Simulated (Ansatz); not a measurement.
The calculation's input:

```
crystal:
  periodic: [false, false, false]
  atoms:
    - {symbol: Si, position_ang: [-1.675799, -0.273109, 1.046656]}
    - {symbol: H, position_ang: [1.115912, -2.458744, -1.438770]}
    - {symbol: H, position_ang: [-2.069987, -0.554648, -0.351811]}
    - {symbol: H, position_ang: [-2.243674, -1.247124, 2.005023]}
    - {symbol: Cl, position_ang: [-2.589591, 1.540603, 1.502444]}
    - {symbol: H, position_ang: [2.244270, 1.590254, -1.081825]}
    - {symbol: N, position_ang: [0.013118, -0.285620, 1.153601]}
    - {symbol: H, position_ang: [0.895629, -2.074067, -0.835913]}
    - {symbol: N, position_ang: [1.302632, 1.227187, -1.164994]}
    - {symbol: H, position_ang: [0.553943, 0.236078, 0.461194]}
    - {symbol: H, position_ang: [0.460903, -0.301375, 2.055866]}
    - {symbol: H, position_ang: [1.293422, 0.593207, -1.954962]}
    - {symbol: H, position_ang: [0.699221, 2.007359, -1.396409]}
basis:
  gaussian: {orbitals: def2-TZVPP}
hamiltonian: {xc: pbe0, dispersion: d4}
output: {orbitals: {seedname: orbitals}}
```

Launched as:

```sh
ansatz run in.yaml --threads 8 --pin off --events-out ev --progress --plain --max-ram 19148MiB
```

The product side of a reaction path; geometry: PBE0-D4/def2-TZVP.

Method: RKS PBE0-D4/def2-TZVPP (Ansatz).

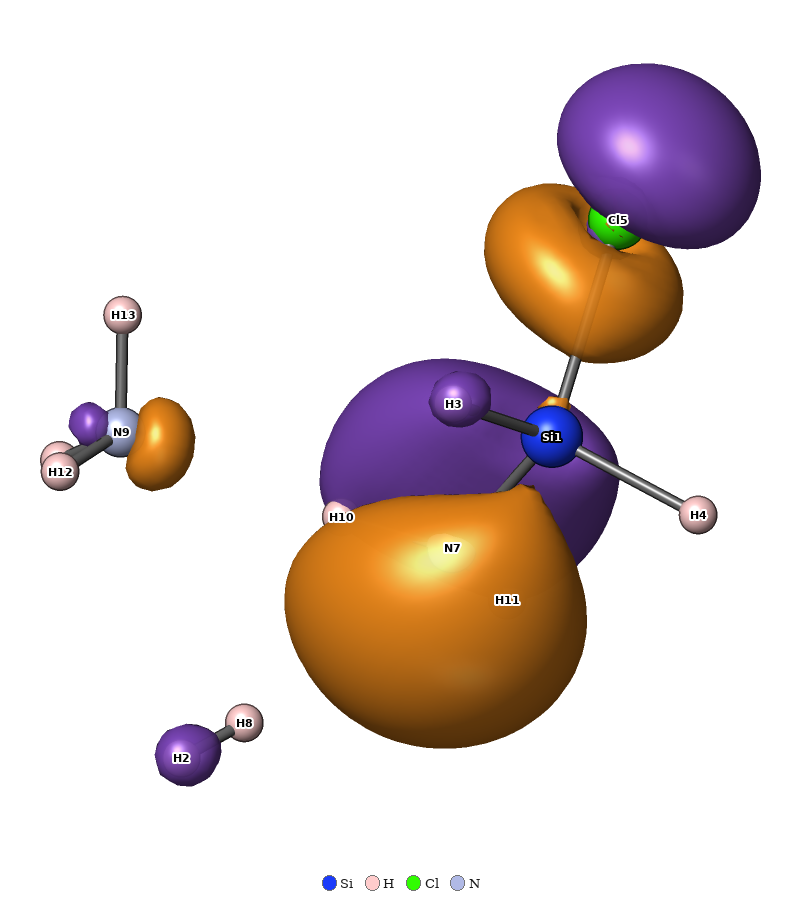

ClH4NSi···H2···NH3. The HOMO at ±0.08 Å⁻³ᐟ² (orange and purple are the two phases), seen at a tilt.

Describe this orbital and give its energy.

Answer. It lies mainly on N7 (about 65 %), Cl5 (about 15 %) and Si1 (about 10 %). Its energy is −7.53 eV.
